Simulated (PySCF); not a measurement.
Vertical excitations of a molecule C₅H₅Cl from PySCF with TDA-ωB97X/def2-SVPD, as energy in eV (oscillator strength): 5.33 (0.199), 6.63 (0.004), 6.88 (0.005), 7.13 (0.000), 7.14 (0.006), 7.71 (0.016), 7.98 (0.001), 8.22 (0.376), 8.27 (0.000), 8.36 (0.001). Lowest triplet (TDA): 3.05 eV. Coordinates come from a ωB97X-D3(BJ)/def2-SVP optimisation. One conformer was computed; it need not be the lowest.

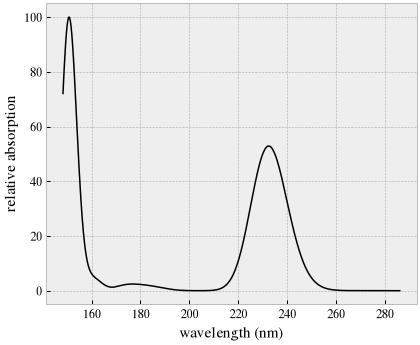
Figure: The lines broadened by 0.4 eV.

Q: Which structure fits?
A) ClC1=CCC=C1
B) C#C[C@H]1C[C@H]1Cl
C) ClC1=CC=CC1
D) C#CC/C=C/Cl

A: C, ClC1=CC=CC1
